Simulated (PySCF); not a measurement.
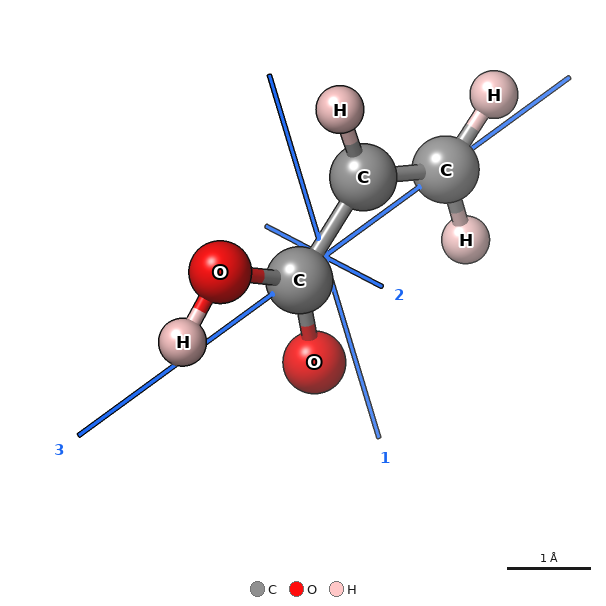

The three principal axes of inertia are drawn and numbered. Distant atoms are faded towards the background colour. Computed geometry: PBE0-D3(BJ)/def2-SVP optimisation. No frequency run is at hand to confirm it as a minimum. Masses are those of the most abundant isotopes; constants are for the rigid equilibrium geometry.

Q: Which line is the a axis (least moment of inertia), which b and which c?

A: a is line 3, b is line 1, c is line 2; the moments are 45.1, 118, 163 u Å².

Q: What kind of rotor is it, and what are its rotational constants in GHz?

A: An asymmetric top (Cs): A = 11.2, B = 4.27, C = 3.09 GHz. Ray's parameter κ is −0.71, nearer the prolate limit.
